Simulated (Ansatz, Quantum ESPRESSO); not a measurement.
# HoBi (Fm-3m): zone-centre phonons, part 2 of 2

Wanted: the vibrations of HoBi (Fm-3m) at Γ, by two programs.

Quantum ESPRESSO 7.5; DFT PBEsol, scalar-relativistic, plane waves, PseudoDojo norm-conserving, 4f in core pseudopotentials.

So far. Step 5 (Zone-centre response): The acoustic modes at Γ come out as far as 1.8 cm⁻¹ from zero, where they should vanish, a small numerical error. The relaxed cell has a = 6.188 Å (conventional setting).

## Step 6: Zone-centre analysis

A rigid shift of the crystal must cost nothing, but grids and finite bases break this; the acoustic sum rule is imposed before the matrix is diagonalised again.

dynmat.in

```
&input
   fildyn = 'g.dyn'
   asr = 'simple'
   fileig = 'dynmat.eig'
/
```

Run with:

```sh
$ dynmat.x -in dynmat.in > dynmat.out
```

Numbers of over 12 decimals in the logs are rounded to 6 here.

The program printed:

```text
[banner, memory and clock lines left out]
Program DYNMAT v.7.5

     Reading Dynamical Matrix from file g.dyn
     ...Force constants read
     ...epsilon and Z* not read (not found on file)
     A direction for q was not specified:TO-LO splitting will be absent

     Polarizability (A^3 units)
     multiply by 1.000000 for Clausius-Mossotti correction
         0.000000    0.000000    0.000000
         0.000000    0.000000    0.000000
         0.000000    0.000000    0.000000

     IR activities are in (D/A)^2/amu units

# mode   [cm-1]    [THz]      IR
    1      0.00    0.0000    0.0000
    2      0.00    0.0000    0.0000
    3      0.00    0.0000    0.0000
    4    124.62    3.7360    0.0000
    5    124.62    3.7360    0.0000
    6    124.62    3.7360    0.0000
```

Run time: 0.53 s. Hardware: 1 thread of Arm Neoverse V2, shared host.

Unit eigenvectors of the mass-weighted matrix after the sum rule; no LO-TO term. Modes at Γ, with each element's share of the kinetic energy:

| mode | frequency (cm⁻¹) | symmetry | Ho % | Bi % |
| --- | --- | --- | --- | --- |
| 1 | 0.0 | acoustic | 44 | 56 |
| 2 | 0.0 | acoustic | 44 | 56 |
| 3 | 0.0 | acoustic | 44 | 56 |
| 4 | 124.6 | T1u | 56 | 44 |
| 5 | 124.6 | T1u | 56 | 44 |
| 6 | 124.6 | T1u | 56 | 44 |

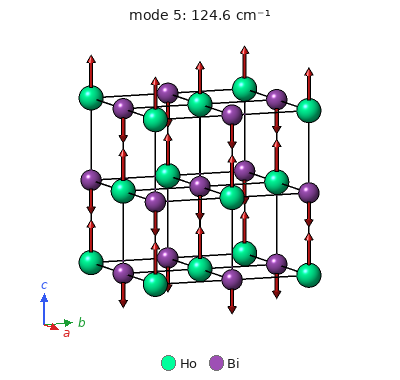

Displacement patterns of mode 5 at Γ; arrows are exaggerated. Some periodic images of atoms are drawn too.

The rule moves no optical mode by more than 0.1 cm⁻¹.

## Step 7: Sum rules set otherwise (asr crystal)

The rule can be imposed in more than one way; the choices should agree where the raw error is small.

dynmat.in

```
&input
   fildyn = 'g.dyn'
   asr = 'crystal'
   fileig = 'dynmat.eig'
/
```

Run with:

```sh
$ dynmat.x -in dynmat.in > dynmat.out
```

The program printed:

```text
[banner, memory and clock lines left out]
Program DYNMAT v.7.5

     Reading Dynamical Matrix from file g.dyn
     ...Force constants read
     ...epsilon and Z* not read (not found on file)
     Acoustic Sum Rule: || Z*(ASR) - Z*(orig)|| =    0.000000E+00
     Acoustic Sum Rule: ||dyn(ASR) - dyn(orig)||=    1.618815E-04
     A direction for q was not specified:TO-LO splitting will be absent

     Polarizability (A^3 units)
     multiply by 1.000000 for Clausius-Mossotti correction
         0.000000    0.000000    0.000000
         0.000000    0.000000    0.000000
         0.000000    0.000000    0.000000

     IR activities are in (D/A)^2/amu units

# mode   [cm-1]    [THz]      IR
    1     -0.00   -0.0000    0.0000
    2      0.00    0.0000    0.0000
    3      0.00    0.0000    0.0000
    4    124.61    3.7356    0.0000
    5    124.61    3.7356    0.0000
    6    124.61    3.7356    0.0000
```

It took 0.52 s on 1 thread.

Zone-centre frequencies as printed; negative means imaginary. Modes:

| mode | frequency (cm⁻¹) |
| --- | --- |
| 1 | 0 |
| 2 | 0 |
| 3 | 0 |
| 4 | 124.6 |
| 5 | 124.6 |
| 6 | 124.6 |

Against the first rule no mode moves by more than 0.1 cm⁻¹.

## Step 8: Sum rules set otherwise (asr no)

Without the rule the raw error of the acoustic modes shows.

dynmat.in

```
&input
   fildyn = 'g.dyn'
   asr = 'no'
   fileig = 'dynmat.eig'
/
```

Run with:

```sh
$ dynmat.x -in dynmat.in > dynmat.out
```

The program printed:

```text
[banner, memory and clock lines left out]
Program DYNMAT v.7.5

     Reading Dynamical Matrix from file g.dyn
     ...Force constants read
     ...epsilon and Z* not read (not found on file)
     A direction for q was not specified:TO-LO splitting will be absent

     Polarizability (A^3 units)
     multiply by 1.000000 for Clausius-Mossotti correction
         0.000000    0.000000    0.000000
         0.000000    0.000000    0.000000
         0.000000    0.000000    0.000000

     IR activities are in (D/A)^2/amu units

# mode   [cm-1]    [THz]      IR
    1     -1.81   -0.0542    0.0000
    2     -1.81   -0.0542    0.0000
    3     -1.81   -0.0542    0.0000
    4    124.60    3.7355    0.0000
    5    124.60    3.7355    0.0000
    6    124.60    3.7355    0.0000
```

Run time: 0.53 s. Hardware: 1 thread.

Zone-centre frequencies as printed; negative means imaginary. Modes:

| mode | frequency (cm⁻¹) |
| --- | --- |
| 1 | -1.81 |
| 2 | -1.81 |
| 3 | -1.81 |
| 4 | 124.6 |
| 5 | 124.6 |
| 6 | 124.6 |

Against the first rule no mode moves by more than 1.9 cm⁻¹.

## Step 9: A second program

The same cell goes through another code at the same cutoff. The potentials differ. Its k mesh is centred on Γ.

This step: DFT PBEsol, scalar-relativistic, plane waves, norm-conserving pseudopotentials, 4f in core (Ansatz 0.2.0).

input.yaml

```yaml
crystal:
  lattice:
    - [-3.0941548381, 0.0, 3.0941548381]
    - [0.0, 3.0941548381, 3.0941548381]
    - [-3.0941548381, 3.0941548381, 0.0]
  atoms:
    - { symbol: Ho, position: [0.0, 0.0, 0.0] }
    - { symbol: Bi, position: [0.5, 0.5, 0.5] }
kpoints:
  mp_grid: { grid: [8, 8, 8] }
hamiltonian:
  xc: pbesol
  pseudopotentials:
    kind: nc
    azcp: { Ho: "pseudopotentials/pbe/nc/lanthanide_3plus/Ho.nc.azcp" }
    accuracy: standard
scf:
  occupations: { method: cold, width: 0.27211 }
output:
  eigenvalues: true
basis:
  ecutwfc: 789.13
phonons:
  method: dfpt
```

Run with:

```sh
$ ansatz run input.yaml --threads 4 --pin off --max-ram 8192MiB --backend cpu --events-out ev --progress --plain --runs-dir out
```

The program printed:

```text
Warning: basis.ecutwfc = 789.13 eV is below the records' recommended 897.975746 eV, and the density's cutoff is lower with it unless basis.ecutrho_ratio is high enough to keep the records' density cutoff: compare with a run at a higher cutoff
Warning: <dir> the record states the generating functional pbe (its physics header spells it `PBE`), which answers neither for hamiltonian.xc's functional nor for the pbesol family's — results may be inconsistent (PPs are generated against a specific XC)
Engine: ansatz 0.2.0, aarch64-unknown-linux-gnu
Pseudopotentials: kind: nc
Pseudopotential: Ho, nc, valence charge 11, recommended cutoff 680.284656 eV (normal), <dir>
Pseudopotential: Bi, nc, valence charge 15, recommended cutoff 897.975746 eV (normal), Bi.nc.azcp (PseudoDojo's, or run here from an input of PseudoDojo's; its table is named by hamiltonian.pseudopotentials.accuracy)
Functional definition: PBEsol
  exchange = pbesol_x
  correlation = pbesol_c
Crystal: 2 atoms, lattice volume = 59.246 Å³
Basis set: ecut = 789.13 eV, 2975 PW (Γ), exchange–correlation on 90×90×90 points (8 copies of the dense FFT grid, shifted against one another)
Bands: 17, of which v1, the nominal top of the filled ones, is band 13 counted from 1 (12 counted from 0)
Symmetry: 48 space group operations
k-points: 59 of 512 (irreducible under 8 space group operations, time reversal used)
Non-local potential: Ho, projectors of the file, l = 0: 2, l = 1: 2, l = 2: 2, l = 3: 1
Non-local potential: Bi, projectors of the file, l = 0: 2, l = 1: 2, l = 2: 2, l = 3: 2
Initial density: superposition of atomic densities (chi_scale 0.1, normalization cell, long waves kept (reshape's long-wave potential 0.00 eV rms))
Initial wavefunctions: pseudopotential atomic-orbital guess
Functional: x = pbesol(κ = 0.804, μ = 0.123457), c = pbesol(β = 0.046)
SCF iter   1: F=—  HF=-3423.307462 eV  |F-HF|=—  |Δ(HF+E_count)|=         —  Δρ=3.20e-2  dr2=7.11e-1  ethr=3.10e-3  ⟨swp⟩=5.0  Hψ=4244  notcnv=0
preconditioner: auto → Kerker (q_TF=auto, 2.378 Å⁻¹)  [metal: Δε(μ)=0.090 eV  Ē_g=6.644 eV  σ=0.272 eV  W_gap=0.22  n_scr=14 (ndim 8)  ℏωp=13.6 eV  f_vac=0.000  D(μ)=0.42/eV (n_scr^D=0)]
SCF iter   2: F=—  HF=-3423.107412 eV  |F-HF|=—  |Δ(HF+E_count)|=   2.00e-1  S|Δr|=    0.00e0  Δρ=1.71e-2  dr2=1.97e-1  ethr=2.74e-3  ⟨swp⟩=1.0  Hψ=1475  notcnv=0
SCF iter   3: F=—  HF=-3423.054473 eV  |F-HF|=—  |Δ(HF+E_count)|=   5.29e-2  S|Δr|=    0.00e0  Δρ=3.63e-3  dr2=4.64e-3  ethr=7.60e-4  ⟨swp⟩=2.1  Hψ=1562  notcnv=0
SCF iter   4: F=—  HF=-3423.054405 eV  |F-HF|=—  |Δ(HF+E_count)|=   6.83e-5  S|Δr|=    0.00e0  Δρ=2.25e-3  dr2=1.87e-3  ethr=1.78e-5  ⟨swp⟩=3.1  Hψ=2016  notcnv=0
SCF iter   5: F=—  HF=-3423.053621 eV  |F-HF|=—  |Δ(HF+E_count)|=   7.84e-4  S|Δr|=    0.00e0  Δρ=5.44e-4  dr2=1.28e-4  ethr=7.20e-6  ⟨swp⟩=2.0  Hψ=1382  notcnv=0
SCF iter   6: F=—  HF=-3423.053582 eV  |F-HF|=—  |Δ(HF+E_count)|=   3.97e-5  S|Δr|=    0.00e0  Δρ=8.41e-5  dr2=3.60e-6  ethr=4.92e-7  ⟨swp⟩=2.4  Hψ=1691  notcnv=0
SCF iter   7: F=—  HF=-3423.053575 eV  |F-HF|=—  |Δ(HF+E_count)|=   6.63e-6  S|Δr|=    0.00e0  Δρ=1.19e-5  dr2=1.09e-7  ethr=1.38e-8  ⟨swp⟩=2.2  Hψ=1681  notcnv=0
SCF iter   8: F=—  HF=-3423.053651 eV  |F-HF|=—  |Δ(HF+E_count)|=   7.56e-5  S|Δr|=    0.00e0  Δρ=4.15e-6  dr2=1.62e-8  ethr=4.20e-10  ⟨swp⟩=2.1  Hψ=1616  notcnv=0
SCF iter   9: F=—  HF=-3423.053651 eV  |F-HF|=—  |Δ(HF+E_count)|=   5.52e-9  S|Δr|=    0.00e0  Δρ=8.97e-7  dr2=8.65e-10  ethr=6.22e-11  ⟨swp⟩=2.3  Hψ=1615  notcnv=0
SCF iter  10: F=-3423.053651 eV  HF=-3423.053651 eV  |F-HF|=0.00e0  |Δ(HF+E_count)|=  2.92e-10  S|Δr|=    0.00e0  Δρ=7.51e-8  dr2=1.98e-12  ethr=1.00e-12  ⟨swp⟩=8.0  Hψ=7571  notcnv=0
SCF 1 converged in 10 iterations: F = -3423.053651 eV  dr2 = 1.98e-12
DFPT response loops at Γ: preconditioner auto → Kerker (q_TF=auto, 2.378 Å⁻¹) (partly filled bands, converged f_vac=0.000); β = 1.00, the filter's whole step (`scf.mixing.beta` (0.50) is not read by the response loops under this deck's `scf.mixing.preconditioner`; to damp them name `kerker` or `kerker_dos`, under which they read `scf.mixing.beta`, and type it under 1.00, their step now; both keys bind the ground state too); Broyden in place of MSR1
SCF converged after 10 iterations
Stability not checked: this state was not tested for a lower state beside it, because cold or Methfessel-Paxton smearing, or corrected tetrahedra, fill the levels in a way that the test cannot read (fill_not_monotonic; see scf.lower_state_search)
Free energy (F): -3423.053651 eV
Harris-Foulkes:  -3423.053651 eV  (|F-HF|=0.00e0)
Internal energy: -3423.049959 eV  (E = F + TS)
E sigma→0 (E₀):  -3423.052420 eV
Entropy (-TS):   -0.003691 eV (-1.846 meV/atom)
Fermi energy:    11.426766 eV
Step filling:    the computed levels leave a gap of 0.0000 eV = 0.0 smearing widths at the electron count; against every level under it full and every level over it empty, smearing changes F+E_penalty+E_count by -2.546 meV and its σ→0 estimate by -1.315 meV
--- Per-component energies (eV) ---
  E_band       = -203.930213
  E_kinetic    = 1354.827395
  E_local      = -1859.288940  (includes V_loc(G=0)·N_el)
  E_nonlocal   = -399.266508
  E_hartree    = 622.469417
  E_xc         = -877.737078
  E_vxc        = -545.141000  (∫ρ·V_xc dr)
  E_ewald      = -2264.054244
  E_smearing   = -0.003691  (= −TS)
  E_closure    = -0.000000  (closes the sum)
  Σ components = -3423.053651   (vs F -3423.053651, Δ=0.00e0)
--- Band table (eV; the first three rows and the last of 59) ---
  k-point 0: bands = [... 9 lower, -0.1761, 12.3522, 12.3522, 12.3522, 12.4556, 12.4556, 12.4556, 13.2882]
  k-point 1: bands = [... 9 lower, -0.0213, 10.5379, 11.3103, 11.3103, 12.7384, 12.7384, 12.7794, 14.4817]
  k-point 2: bands = [... 9 lower, 0.3931, 8.6632, 10.3173, 10.3173, 12.9394, 13.2150, 13.2150, 16.2040]
  k-point 58: bands = [... 9 lower, 0.8319, 8.3351, 10.6759, 10.6759, 10.8567, 13.7369, 14.1656, 14.9996]
--- Phonons (Γ-DFPT): 2 representative perturbations + reference, on 59 of 512 k-points (Σ response iterations 6) ---
  k mesh reduced under 8 symmetry operations, with k and −k counted as one. Each operation leaves every solved perturbation unchanged. A smaller set is not used because it would not reduce the number of displacements times k-points to solve
  ASR residual: 1.227e-4 → 0.000e0 eV/Å²; symmetrization residual: 2.105e-5 eV/Å²
  ASR residual per site (eV/Å²): 1.23e-4 5.88e-5
  Γ frequencies (cm⁻¹): 0.00 0.00 0.00 124.34 124.34 124.34
  non-analytic LO–TO correction: not included (Born effective charges unavailable; polar crystals: no LO–TO splitting at Γ)
```

It took 9.8 s on 4 threads; peak memory 0.83 GiB; 37 s of CPU time.

This step gave:

```
sum-rule residual before enforcement             : 1.23e-4 eV/Å²
highest optical zone-centre mode (no LO-TO term) : 124.3 cm⁻¹
lowest optical zone-centre mode                  : 124.3 cm⁻¹
```

## Step 10: The two compared: QE PseudoDojo and Ansatz, library NC

Worked out from the results:

```yaml
root_mean_square_difference: 0.28 cm⁻¹
largest_difference: 0.28 cm⁻¹
```

Frequencies side by side, by row:

| q (reciprocal lattice) | mode | QE PseudoDojo (cm⁻¹) | Ansatz, library NC (cm⁻¹) |
| --- | --- | --- | --- |
| 0 0 0 | 1 | 0 | 0 |
| 0 0 0 | 2 | 0 | 0 |
| 0 0 0 | 3 | 0 | 0 |
| 0 0 0 | 4 | 124.6 | 124.3 |
| 0 0 0 | 5 | 124.6 | 124.3 |
| 0 0 0 | 6 | 124.6 | 124.3 |

At the zone centre the largest difference (acoustic modes at Γ apart) is 0.2 % of the highest mode.

## Step 11: Results

| Item | Value |
| --- | --- |
| space group after relaxation | Fm-3m |
| volume per atom | 29.6 Å³ |
| highest optical zone-centre mode (no LO-TO term) | 124.6 cm⁻¹ |
| imaginary optical modes at the zone centre (no q mesh in this session) | none |
| largest difference from Ansatz, library NC | 0.28 cm⁻¹ |

**Reading.** At the PBEsol level the optical modes of HoBi (Fm-3m) at the zone centre lie at 125 cm⁻¹. QE PseudoDojo and Ansatz, library NC agree to 0.28 cm⁻¹ (0.2 % of the highest mode compared) on all solved modes but the acoustic ones at Γ, without the LO-TO term. These are harmonic frequencies at zero temperature: anharmonic shifts and linewidths and thermal expansion are left out. Spin-orbit coupling is left out, which can matter for the heavy elements here. In a metal the frequencies hang on the k mesh and the smearing, most of all near Kohn anomalies. The 4f electrons are frozen in the core as for a trivalent ion, in files made for PBE, so their moments and any magnetic order are left out. The relaxation ran at 58 Ry, under the 66 Ry recommended for these files; the stress of so short a basis can leave the cell about one per cent too small. Ansatz warns that the cutoff lies 12 % under the one recommended for these files; agreement at one cutoff is not convergence. The total energies of the two programs lie far apart, so at least one potential file in Ansatz's library differs from the published one read by the first program.

[Host names and launcher messages were left out of these logs when they were recorded.]

[Logs are printed without paths, hosts, clocks, repeated set-up lines and the standing remarks that a program may print on its own settings, such as how far it seeks lower states.]

[Hosts, paths, dates, database ids (printed as entryN), source tags and the programs' standing remarks are cut or masked in the printed files.]
